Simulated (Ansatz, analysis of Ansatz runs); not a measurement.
**Migration in Li5AuO4 (C2/m): V_Li hop (2.7 Å), charge −1**

Aim: the barrier of one jump in Li5AuO4 (C2/m) at charge −1: V_Li hop (2.7 Å). The model is a cell of 80 host atoms with 1 Li taken out; Li is the atom that moves.

Main program and level: Ansatz 0.2.0; plane-wave PAW DFT, PBEsol; nudged elastic band between two relaxed defect structures at fixed charge in a uniform background.

**1. The structure**

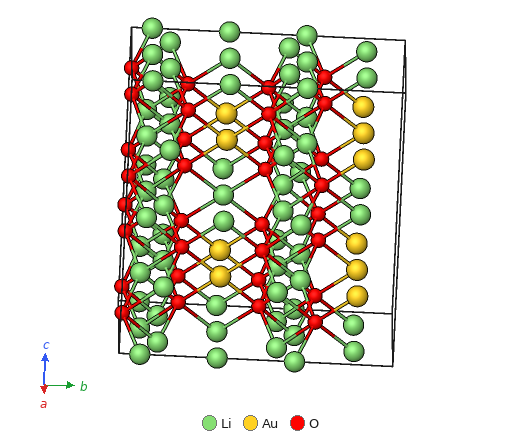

The cell as given, slightly off an axis (lithium green, gold yellow, oxygen red). Bonds to atoms that aren't drawn are left out. Some periodic images of atoms are drawn too.

The cell holds 79 atoms: 39 Li, 8 Au and 32 O. Its edges and angles: a = 9.403 Å, b = 9.404 Å, c = 9.396 Å, α = 90.0°, β = 102.9°, γ = 90.0°. It derives from Li5AuO4 (space group C2/m). Nearest the centre at fractional (0.500, 0.141, 0.500): Li68 at 1.33 Å, O20 at 1.48 Å, O76 at 1.48 Å, Li47 at 2.43 Å, Li66 at 2.43 Å, Li65 at 2.46 Å, Li26 at 2.46 Å, O34 at 2.69 Å. The cell carries charge −1.

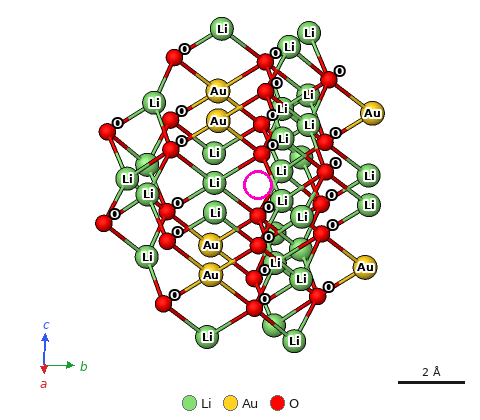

The atoms within 5 Å of the centre. A ring marks the middle of the ideal hop wherever no atom is near it.

The cell's shortest repeat is 9.4 Å.

**2. Relaxation of the start point, charge −1**

A barrier is counted from a minimum, so both ends are relaxed first. Small random displacements break the symmetry of the ideal sites, so that the defect can distort if it gains by it. The charge of −1 is set by the electron count, and a uniform background keeps the cell neutral.

File qm1.start/input.yaml:

```yaml
crystal:
  lattice:
    - [9.40268524, 0.0, -0.02548652]
    - [0.0, 9.40405317, 0.0]
    - [-2.07562506, 0.0, 9.16358709]
  atoms:
    - { symbol: Li, position: [0.0, 0.7924353, 0.25] }
    - { symbol: Li, position: [0.25, 0.2924353, 0.25] }
    - { symbol: Li, position: [0.0, 0.28254642, 0.0] }
    - { symbol: Li, position: [0.25, 0.78254642, 0.0] }
    - { symbol: Li, position: [0.0, 0.71745358, 0.0] }
    - { symbol: Li, position: [0.25, 0.21745358, 0.0] }
    - { symbol: Li, position: [0.0, 0.2075647, 0.25] }
    - { symbol: Li, position: [0.25, 0.7075647, 0.25] }
    - { symbol: Li, position: [0.0, 0.0, 0.0] }
    - { symbol: Li, position: [0.25, 0.5, 0.0] }
    - { symbol: Au, position: [0.0, 0.5, 0.25] }
    - { symbol: Au, position: [0.25, 0.0, 0.25] }
    - { symbol: O, position: [0.12789862, 0.85260183, 0.12509074] }
    - { symbol: O, position: [0.37789862, 0.35260183, 0.12509074] }
    - { symbol: O, position: [0.12210138, 0.35260183, 0.37490926] }
    - { symbol: O, position: [0.37210138, 0.85260183, 0.37490926] }
    - { symbol: O, position: [0.12789862, 0.14739817, 0.12509074] }
    - { symbol: O, position: [0.37789862, 0.64739817, 0.12509074] }
    - { symbol: O, position: [0.12210138, 0.64739817, 0.37490926] }
    - { symbol: O, position: [0.37210138, 0.14739817, 0.37490926] }
    - { symbol: Li, position: [0.0, 0.7924353, 0.75] }
    - { symbol: Li, position: [0.25, 0.2924353, 0.75] }
    - { symbol: Li, position: [0.0, 0.28254642, 0.5] }
    - { symbol: Li, position: [0.25, 0.78254642, 0.5] }
    - { symbol: Li, position: [0.0, 0.71745358, 0.5] }
    - { symbol: Li, position: [0.25, 0.21745358, 0.5] }
    - { symbol: Li, position: [0.0, 0.2075647, 0.75] }
    - { symbol: Li, position: [0.25, 0.7075647, 0.75] }
    - { symbol: Li, position: [0.0, 0.0, 0.5] }
    - { symbol: Li, position: [0.25, 0.5, 0.5] }
    - { symbol: Au, position: [0.0, 0.5, 0.75] }
    - { symbol: Au, position: [0.25, 0.0, 0.75] }
    - { symbol: O, position: [0.12789862, 0.85260183, 0.62509074] }
    - { symbol: O, position: [0.37789862, 0.35260183, 0.62509074] }
    - { symbol: O, position: [0.12210138, 0.35260183, 0.87490926] }
    - { symbol: O, position: [0.37210138, 0.85260183, 0.87490926] }
    - { symbol: O, position: [0.12789862, 0.14739817, 0.62509074] }
    - { symbol: O, position: [0.37789862, 0.64739817, 0.62509074] }
    - { symbol: O, position: [0.12210138, 0.64739817, 0.87490926] }
    - { symbol: O, position: [0.37210138, 0.14739817, 0.87490926] }
    - { symbol: Li, position: [0.5, 0.7924353, 0.25] }
    - { symbol: Li, position: [0.75, 0.2924353, 0.25] }
    - { symbol: Li, position: [0.5, 0.28254642, 0.0] }
    - { symbol: Li, position: [0.75, 0.78254642, 0.0] }
    - { symbol: Li, position: [0.5, 0.71745358, 0.0] }
    - { symbol: Li, position: [0.75, 0.21745358, 0.0] }
    - { symbol: Li, position: [0.5, 0.2075647, 0.25] }
    - { symbol: Li, position: [0.75, 0.7075647, 0.25] }
    - { symbol: Li, position: [0.5, 0.0, 0.0] }
    - { symbol: Li, position: [0.75, 0.5, 0.0] }
    - { symbol: Au, position: [0.5, 0.5, 0.25] }
    - { symbol: Au, position: [0.75, 0.0, 0.25] }
    - { symbol: O, position: [0.62789862, 0.85260183, 0.12509074] }
    - { symbol: O, position: [0.87789862, 0.35260183, 0.12509074] }
    - { symbol: O, position: [0.62210138, 0.35260183, 0.37490926] }
    - { symbol: O, position: [0.87210138, 0.85260183, 0.37490926] }
    - { symbol: O, position: [0.62789862, 0.14739817, 0.12509074] }
    - { symbol: O, position: [0.87789862, 0.64739817, 0.12509074] }
    - { symbol: O, position: [0.62210138, 0.64739817, 0.37490926] }
    - { symbol: O, position: [0.87210138, 0.14739817, 0.37490926] }
    - { symbol: Li, position: [0.5, 0.7924353, 0.75] }
    - { symbol: Li, position: [0.75, 0.2924353, 0.75] }
    - { symbol: Li, position: [0.75, 0.78254642, 0.5] }
    - { symbol: Li, position: [0.5, 0.71745358, 0.5] }
    - { symbol: Li, position: [0.75, 0.21745358, 0.5] }
    - { symbol: Li, position: [0.5, 0.2075647, 0.75] }
    - { symbol: Li, position: [0.75, 0.7075647, 0.75] }
    - { symbol: Li, position: [0.5, 0.0, 0.5] }
    - { symbol: Li, position: [0.75, 0.5, 0.5] }
    - { symbol: Au, position: [0.5, 0.5, 0.75] }
    - { symbol: Au, position: [0.75, 0.0, 0.75] }
    - { symbol: O, position: [0.62789862, 0.85260183, 0.62509074] }
    - { symbol: O, position: [0.87789862, 0.35260183, 0.62509074] }
    - { symbol: O, position: [0.62210138, 0.35260183, 0.87490926] }
    - { symbol: O, position: [0.87210138, 0.85260183, 0.87490926] }
    - { symbol: O, position: [0.62789862, 0.14739817, 0.62509074] }
    - { symbol: O, position: [0.87789862, 0.64739817, 0.62509074] }
    - { symbol: O, position: [0.62210138, 0.64739817, 0.87490926] }
    - { symbol: O, position: [0.87210138, 0.14739817, 0.87490926] }
total_charge: -1
basis:
  ecutwfc: 420
  xc_grid: 2
hamiltonian:
  xc: pbesol
kpoints:
  mp_grid: { grid: [1, 1, 1], shift: [0.25, 0.25, 0.25] }
scf:
  occupations: { method: fixed }
  max_iter: 100
output:
  forces: true
relax:
  f_tol: 0.02
  max_steps: 70
  random_displacement: { amplitude: 0.03, seed: 7000 }
```

On the command line:

```sh
$ ansatz run input.yaml --threads 4 --pin off --max-ram 14131MiB --backend cpu --events-out ev --progress --plain --runs-dir out
```

Numbers of over 12 decimals in the logs are rounded to 6 here.

Output:

```text
[... repeated set-up lines and file paths are left out, and long positions are rounded to six places ...]
The last accepted step is kept in <dir> (removed where the run ends without a failure and the disk answers)
Engine: ansatz 0.2.0, aarch64-unknown-linux-gnu
Pseudopotentials: kind: paw
Pseudopotential: Li, paw, valence charge 3, recommended cutoff 420 eV (normal), Li.paw.azcp
Pseudopotential: Au, paw, valence charge 19, recommended cutoff 420 eV (normal), Au.paw.azcp
Pseudopotential: O, paw, valence charge 6, recommended cutoff 420 eV (normal), O.paw.azcp
Functional definition: PBEsol
  exchange = pbesol_x
  correlation = pbesol_c
Crystal: 79 atoms, lattice volume = 809.778 Å³
Basis set: ecut = 420 eV, 15817 PW (Γ), exchange–correlation on 128×128×128 points (8 copies of the dense FFT grid, shifted against one another)
Bands: 310, of which v1, the nominal top of the filled ones, is band 231 counted from 1 (230 counted from 0)
Symmetry: 1 space group operations
k-points: 1
Non-local potential: Li, projectors of the file, l = 0: 3, l = 1: 2, l = 2: 1
Non-local potential: Au, projectors of the file, l = 0: 3, l = 1: 2, l = 2: 2, l = 3: 1
Non-local potential: O, projectors of the file, l = 0: 2, l = 1: 2, l = 2: 1
PAW form: soft (Blöchl's): semilocal exchange-correlation on the pseudo side does not see the compensation charge
PAW frozen core: Au, regenerated for the run's functional, and the local potential with it (the file was generated under x = pbe(κ = 0.804, μ = 0.219515), c = pbe(β = 0.066725))
PAW frozen core: O, regenerated for the run's functional, and the local potential with it (the file was generated under x = pbe(κ = 0.804, μ = 0.219515), c = pbe(β = 0.066725))
PAW one-centre angular grid: Li, 110 points (default); XC on 64 Gauss nodes
PAW one-centre angular grid: Au, 590 points (default); XC on 64 Gauss nodes
PAW one-centre angular grid: O, 110 points (default); XC on 64 Gauss nodes
Initial density: superposition of atomic densities (neutral atoms scaled as one to the charged cell's electrons: chi_scale 0, normalization atom), corrected by the library's trained network
Initial wavefunctions: pseudopotential atomic-orbital guess
Functional: x = pbesol(κ = 0.804, μ = 0.123457), c = pbesol(β = 0.046)
SCF iter   1: F=—  HF=-129955.177665 eV  |F-HF|=—  |Δ(HF+E_count)|=         —  Δρ=1.69e-2  dr2=1.85e0  ethr=1.77e-3  ⟨swp⟩=5.0  Hψ=901  notcnv=0  defer=74
preconditioner: auto → Resta (q_TF=auto, 2.485 Å⁻¹)  ε∞=3.9  [insulator: Δε(μ)=2.146 eV  Ē_g=13.736 eV  n_scr=218 (ndim 8)  ℏωp=23.3 eV  f_vac=0.086  ε∞_Penn≈3.9]
SCF iter   2: F=—  HF=-129954.651456 eV  |F-HF|=—  |Δ(HF+E_count)|=   5.26e-1  Δρ=3.54e-3  dr2=8.37e-2  ethr=4.00e-4  ⟨swp⟩=2.0  Hψ=451  notcnv=0  defer=74
SCF iter   3: F=—  HF=-129954.634458 eV  |F-HF|=—  |Δ(HF+E_count)|=   1.70e-2  Δρ=1.55e-3  dr2=2.03e-2  ethr=1.81e-5  ⟨swp⟩=2.0  Hψ=369  notcnv=0  defer=67
automatic band count: iteration 3 solves 300 bands in place of 310: the levels show a gap, and the empty bands left out lie too high to hold charge; the band table lists the bands solved (type scf.n_extra_bands for more)
SCF iter   4: F=—  HF=-129954.632495 eV  |F-HF|=—  |Δ(HF+E_count)|=   1.96e-3  Δρ=6.55e-4  dr2=4.27e-3  ethr=4.38e-6  ⟨swp⟩=2.0  Hψ=373  notcnv=0  defer=67
SCF iter   5: F=—  HF=-129954.634617 eV  |F-HF|=—  |Δ(HF+E_count)|=   2.12e-3  Δρ=3.48e-4  dr2=1.16e-3  ethr=9.23e-7  ⟨swp⟩=2.0  Hψ=371  notcnv=0  defer=64
SCF iter   6: F=—  HF=-129954.634590 eV  |F-HF|=—  |Δ(HF+E_count)|=   2.71e-5  Δρ=1.90e-4  dr2=3.54e-4  ethr=2.52e-7  ⟨swp⟩=2.0  Hψ=373  notcnv=0  defer=61
SCF iter   7: F=—  HF=-129954.634619 eV  |F-HF|=—  |Δ(HF+E_count)|=   2.85e-5  Δρ=7.63e-5  dr2=5.79e-5  ethr=7.66e-8  ⟨swp⟩=2.0  Hψ=371  notcnv=0  defer=61
SCF iter   8: F=—  HF=-129954.634627 eV  |F-HF|=—  |Δ(HF+E_count)|=   8.64e-6  Δρ=3.56e-5  dr2=1.17e-5  ethr=1.25e-8  ⟨swp⟩=2.0  Hψ=396  notcnv=0  defer=61
SCF iter   9: F=-129954.634629 eV  HF=-129954.634629 eV  |F-HF|=2.36e-8  |Δ(HF+E_count)|=   1.37e-6  Δρ=8.51e-6  dr2=6.23e-7  ethr=2.16e-9  ⟨swp⟩=4.0  Hψ=693  notcnv=0
SCF 1 converged in 9 iterations: F = -129954.634629 eV  dr2 = 6.23e-7
  greatest PAW one-centre occupation: 1.001 electrons in one spin orbital (limit 2), on the Au atom at site 50 (counted from 0), in its partial waves of l = 0
relax step   1: F+E_penalty+E_count = -129954.63462854 eV  Δ(F+E_penalty+E_count) = +0.000e0 eV  max|allowed force component| = 1.360e0 eV/Å  Δτ_max = 0.0000 Å  (9 SCF iters, dr2 threshold 1.00e-5 eV, accepted)
[... the SCF cycles and remarks between the steps are left out from here to the last step ...]
relax step   2: F+E_penalty+E_count = -129955.19815953 eV  Δ(F+E_penalty+E_count) = -5.635e-1 eV  max|allowed force component| = 5.626e-1 eV/Å  Δτ_max = 0.1022 Å  (6 SCF iters, dr2 threshold 1.00e-4 eV, accepted)
relax step   3: F+E_penalty+E_count = -129955.40735604 eV  Δ(F+E_penalty+E_count) = -2.092e-1 eV  max|allowed force component| = 1.659e-1 eV/Å  Δτ_max = 0.1068 Å  (7 SCF iters, dr2 threshold 1.98e-5 eV, accepted)
relax step   4: F+E_penalty+E_count = -129955.43861612 eV  Δ(F+E_penalty+E_count) = -3.126e-2 eV  max|allowed force component| = 1.765e-2 eV/Å  Δτ_max = 0.0433 Å  (8 SCF iters, dr2 threshold 2.39e-6 eV, accepted)
iter 1 solved again at ethr=4.13e-11 eV; its pass at ethr=3.10e-3 eV (dr2=1.91e-7 eV) is discarded
SCF iter   1: F=—  HF=-129955.438856 eV  |F-HF|=—  |Δ(HF+E_count)|=         —  Δρ=4.88e-6  dr2=1.91e-7  ethr=4.13e-11  ⟨swp⟩=1.0  Hψ=632  notcnv=0  defer=61
automatic band count: iteration 1 solves 300 bands in place of 310: the levels show a gap, and the empty bands left out lie too high to hold charge; the band table lists the bands solved (type scf.n_extra_bands for more)
SCF iter   2: F=—  HF=-129955.438616 eV  |F-HF|=—  |Δ(HF+E_count)|=   2.40e-4  Δρ=2.82e-6  dr2=7.59e-8  ethr=2.16e-11  ⟨swp⟩=2.0  Hψ=973  notcnv=0
SCF iter   3: F=-129955.438616 eV  HF=-129955.438616 eV  |F-HF|=2.13e-8  |Δ(HF+E_count)|=   5.54e-8  Δρ=1.73e-6  dr2=3.51e-8  ethr=1.64e-11  ⟨swp⟩=2.0  Hψ=723  notcnv=0
SCF 5 converged in 3 iterations: F = -129955.438616 eV  dr2 = 3.51e-8
relax step   5: F+E_penalty+E_count = -129955.43861617 eV  Δ(F+E_penalty+E_count) = -5.169e-8 eV  max|allowed force component| = 1.765e-2 eV/Å  Δτ_max = 0.0000 Å  (3 SCF iters, accepted)
SCF converged after 3 iterations
Free energy (F): -129955.438616 eV
Harris-Foulkes:  -129955.438616 eV  (|F-HF|=2.13e-8)
Internal energy: -129955.438616 eV  (E = F + TS)
E sigma→0 (E₀):  -129955.438616 eV
Fermi energy:    5.302504 eV
--- Per-component energies (eV) ---
  E_band       = -7025.020913
  E_kinetic    = 11323.914219
  E_local      = -41231.661402  (includes V_loc(G=0)·N_el)
  E_nonlocal   = 871.941576
  E_hartree    = 16130.034626
  E_xc         = -4591.757146
  E_vxc        = -5770.515787  (∫ρ·V_xc dr)
  E_paw        = -82148.231994  (= ΣΔE_a)
  E_vpaw       = -4478.856828  (= ΣTr[D̂ρ^β])
  E_aug_tail   = 0.092149  (compensation charges beyond the density's cutoff)
  E_ewald      = -30313.375690
  E_core_change = 3.605046  (= ΣΔE_core)
  E_smearing   = -0.000000  (= −TS)
  E_closure    = 0.000000  (closes the sum)
  E_deformation_potential = -16.058829  (in the stress; not in F)
  Σ components = -129955.438616   (vs F -129955.438616, Δ=0.00e0)
--- Forces (eV/Å), atoms counted from 1 ---
  atom   1  Li    -0.00510224     0.00031399     0.00206145
  atom   2  Li    -0.00259004    -0.00049535    -0.00418348
  [... 13 atoms left out ...]
  atom  16  O      0.00369565    -0.00358300    -0.00770269
  [... 3 atoms left out ...]
  atom  20  O      0.00446194     0.00644952     0.00327040
  [... 5 atoms left out ...]
  atom  26  Li     0.00358418     0.00176650    -0.00192427
  [... 7 atoms left out ...]
  atom  34  O     -0.01737502    -0.01357811     0.00459029
  [... 12 atoms left out ...]
  atom  47  Li    -0.00491717    -0.00817808    -0.00088797
  [... 7 atoms left out ...]
  atom  55  O      0.01455943    -0.01128575    -0.00555695
  [... 9 atoms left out ...]
  atom  65  Li    -0.00465497     0.00006048     0.00169918
  atom  66  Li     0.00735075    -0.00562193     0.00250226
  [... 1 atom left out ...]
  atom  68  Li     0.00251349    -0.00533685     0.00259666
  [... 7 atoms left out ...]
  atom  76  O     -0.00157172     0.00776279     0.00213104
  [... 3 atoms left out ...]
  max |Σ_I F_I| component: 8.16e-5 eV/Å
--- Relaxed structure (5 steps of the walk, 5 accepted, 0 SCFs on fresh bases) ---
  F+E_penalty+E_count = -129955.43861617 eV   max|allowed force component| = 1.765e-2 eV/Å
  atoms:
    - { symbol: Li, position: [-8.64697513877355e-5, 0.790375, 0.249603] }
    - { symbol: Li, position: [0.254947, 0.290335, 0.253077] }
    [... 13 atoms left out ...]
    - { symbol: O, position: [0.371021, 0.850661, 0.375406] }
    [... 3 atoms left out ...]
    - { symbol: O, position: [0.370825, 0.141950, 0.370938] }
    [... 5 atoms left out ...]
    - { symbol: Li, position: [0.267814, 0.225579, 0.503888] }
    [... 7 atoms left out ...]
    - { symbol: O, position: [0.363144, 0.362474, 0.638182] }
    [... 12 atoms left out ...]
    - { symbol: Li, position: [0.505309, 0.216659, 0.263922] }
    [... 7 atoms left out ...]
    - { symbol: O, position: [0.637098, 0.362433, 0.362057] }
    [... 9 atoms left out ...]
    - { symbol: Li, position: [0.732364, 0.225638, 0.496369] }
    - { symbol: Li, position: [0.494905, 0.216525, 0.736338] }
    [... 1 atom left out ...]
    - { symbol: Li, position: [0.500080, 0.008423, 0.500139] }
    [... 7 atoms left out ...]
    - { symbol: O, position: [0.629523, 0.141829, 0.629391] }
    [... 3 atoms left out ...]
```

It took 50 s on 4 threads of Arm Neoverse V1, shared host; peak memory 1.4 GiB; 3.2 min of CPU time.

Step by step:

| step | energy less that of the first step (eV) | largest force component (eV/Å) |
| --- | --- | --- |
| 1 | 0.0000 | 1.3603 |
| 2 | -0.5635 | 0.5626 |
| 3 | -0.7727 | 0.1659 |
| 4 | -0.8040 | 0.0176 |
| 5 | -0.8040 | 0.0177 |

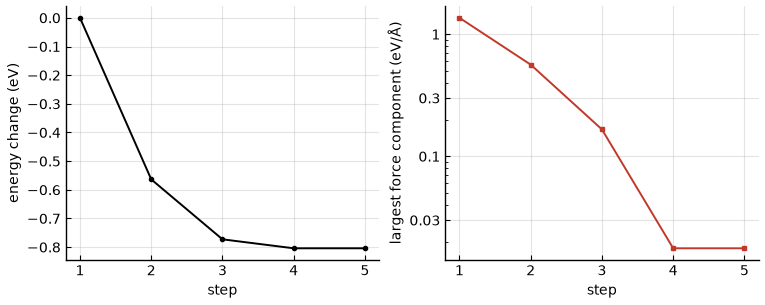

Energy and largest force along the relaxation.

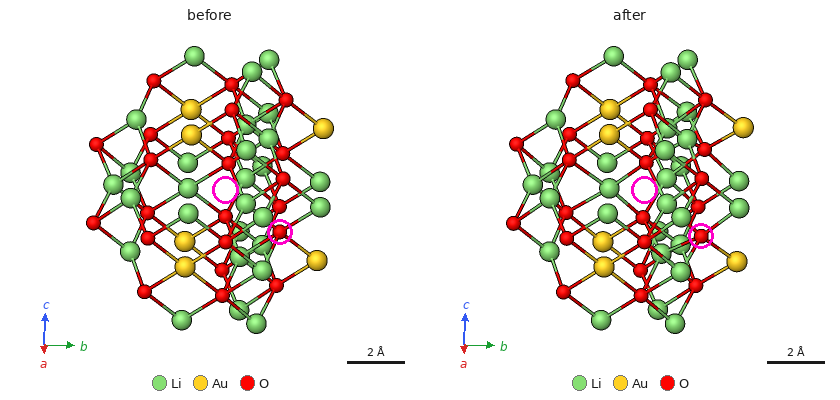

Before and after: the atoms that start within 5 Å of the centre. O55, which moves most, is ringed if it is among them. A ring with no atom in it marks the middle of the ideal hop.

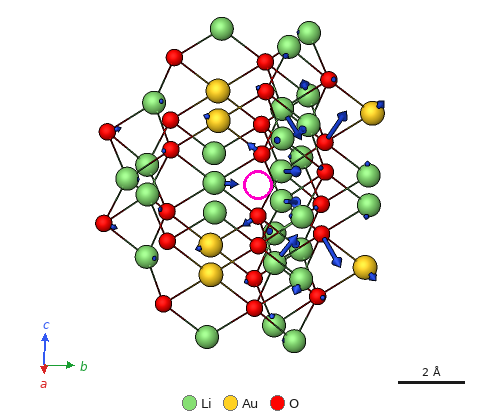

Displacements in the relaxation from the typed sites near the centre, exaggerated, the mean shift taken out; the longest in the cell stands for 0.23 Å. A ring marks the middle of the ideal hop wherever no atom is near it.

The atoms that moved most (Å, from the sites as typed, ahead of the random displacement, the mean shift of all atoms taken out):

| atom | dx | dy | dz | length |
| --- | --- | --- | --- | --- |
| O55 | 0.167 | 0.092 | -0.120 | 0.225 |
| O34 | -0.167 | 0.093 | 0.119 | 0.225 |
| Li65 | -0.159 | 0.077 | -0.035 | 0.180 |
| Li26 | 0.158 | 0.076 | 0.033 | 0.179 |
| Li66 | -0.021 | 0.084 | -0.127 | 0.154 |
| Li47 | 0.020 | 0.085 | 0.126 | 0.153 |
| Li68 | -0.001 | 0.079 | -0.001 | 0.079 |
| Li42 | 0.058 | -0.019 | -0.040 | 0.073 |

Neighbours of Li68 at the end:

| atom | distance (Å) |
| --- | --- |
| O20 | 1.967 |
| O76 | 1.967 |
| O16 | 2.100 |
| O72 | 2.102 |
| Li64 | 2.721 |
| Au12 | 2.943 |
| Au71 | 2.945 |
| Li66 | 2.967 |
| Li47 | 2.968 |
| Li26 | 2.996 |
| Li65 | 2.996 |

This step gave:

```yaml
free_energy: -129955.4386 eV
r_m_s_move_of_the_farther_half_of_the_atoms: 0.02483 Å
largest_move_from_the_ideal_geometry_of_this_structure_a_common_shift_of_the_far_atoms_taken_out: 0.2279 Å
```

The relaxation gained 0.804 eV and ended with a largest force component of 0.018 eV/Å.

(Part 1 of 5 ends here.)

[Logs are printed without paths, hosts, clocks, repeated set-up lines and the standing remarks that a program may print on its own settings, such as how far it seeks lower states.]

[Hosts, paths, dates, database ids (printed as entryN), source tags and the programs' standing remarks are cut or masked in the printed files.]
